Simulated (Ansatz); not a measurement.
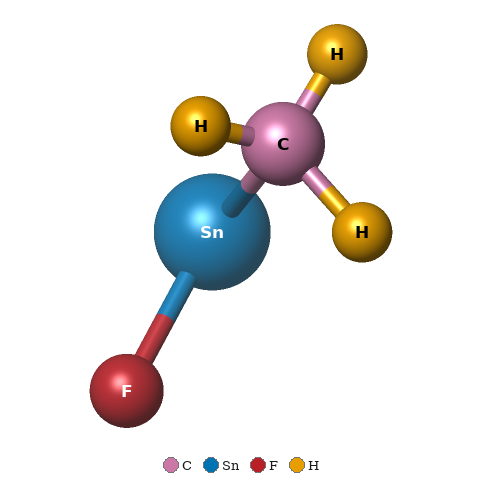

Starting geometry of the run.

The calculation was set up as follows.

```yaml
crystal:
  periodic: [false, false, false]
  atoms:
    - {symbol: C, position_ang: [-0.397613, 0.459350, -0.302799]}
    - {symbol: Sn, position_ang: [0.156627, -0.621469, 1.485180]}
    - {symbol: F, position_ang: [1.606992, -1.673931, 0.587925]}
    - {symbol: H, position_ang: [-0.798071, -0.487268, -0.968603]}
    - {symbol: H, position_ang: [0.418960, 0.961264, -0.572448]}
    - {symbol: H, position_ang: [-1.221808, 1.096873, -0.051018]}
basis:
  gaussian: {orbitals: def2-TZVPP}
correlation: {method: ccsd_t}
output: {forces: true}
```

Result:

```
Functional definition: HF
  name "HF"
  cite "Fock, Z. Phys. 61, 126 (1930) doi:10.1007/BF01340294"
  parent pbe
  exchange = exact_x
  correlation = 0
1097 factors; integrals over basis functions are off by at most 9.1e-4 eV
mean field evaluation 1: about -9587.0552 eV, gradient 4.3e1 eV
mean field evaluation 2: about -9587.1478 eV, gradient 4.3e1 eV
mean field evaluation 4: about -9591.1813 eV, gradient 3.5e0 eV
mean field evaluation 8: about -9591.2554 eV, gradient 3.9e-1 eV
mean field evaluation 16: about -9591.2567 eV, gradient 1.7e-6 eV
mean field -9591.25665540 eV, -352.4721808985 hartree, gradient 1.7e-6 eV, S^2 0.000000; 0 other end points of the search recorded, 0 dependent functions left out
6 core orbitals not correlated: weight in the atoms' cores, before any rotation towards them, 1.000 or more for the frozen orbitals, at most 0.000 for the correlated occupied ones
reference -9591.25665540 eV, -352.4721808985 hartree; 14, 14 occupied and 134, 134 virtual orbitals, 1097 factors
second order -20.22996186 eV of doubles, -0.00000000 eV of singles
cycle   1  -19.81762669 eV  change    4.1e-1 eV  update   1.1e-1
cycle   2  -20.27840657 eV  change   -4.6e-1 eV  update   4.0e-2
cycle   3  -20.40308017 eV  change   -1.2e-1 eV  update   2.3e-2
cycle   4  -20.39873948 eV  change    4.3e-3 eV  update   6.8e-3
cycle   5  -20.39274610 eV  change    6.0e-3 eV  update   3.1e-3
cycle   6  -20.39324812 eV  change   -5.0e-4 eV  update   1.2e-3
cycle   7  -20.39349700 eV  change   -2.5e-4 eV  update   5.4e-4
cycle   8  -20.39322811 eV  change    2.7e-4 eV  update   1.9e-4
cycle   9  -20.39324373 eV  change   -1.6e-5 eV  update   7.9e-5
cycle  10  -20.39331609 eV  change   -7.2e-5 eV  update   3.5e-5
cycle  11  -20.39326799 eV  change    4.8e-5 eV  update   2.0e-5
cycle  12  -20.39328047 eV  change   -1.2e-5 eV  update   1.1e-5
cycle  13  -20.39328047 eV  change   -4.6e-9 eV  update   5.5e-6
cycle  14  -20.39328159 eV  change   -1.1e-6 eV  update   2.8e-6
perturbative correction -0.66251828 eV, -0.0243470978 hartree
the calculation of the forces begins
working
working
working
Total energy: -9612.31245527 eV, -353.2459672718 hartree
Atom 0 at    -0.397613     0.459350    -0.302799 Å, force    -3.970946    -4.737383     0.662288 eV/Å
Atom 1 at     0.156627    -0.621469     1.485180 Å, force     0.748070    -0.717691    -0.040201 eV/Å
Atom 2 at     1.606992    -1.673931     0.587925 Å, force    -0.758019     0.603134     0.388702 eV/Å
Atom 3 at    -0.798071    -0.487268    -0.968603 Å, force     1.275290     2.638727     1.087819 eV/Å
Atom 4 at     0.418960     0.961264    -0.572448 Å, force     3.208562     1.804426    -1.968293 eV/Å
Atom 5 at    -1.221808     1.096873    -0.051018 Å, force    -0.502958     0.408786    -0.130315 eV/Å
Dipole moment:    -0.474843     0.385878     0.241044 e Å
```
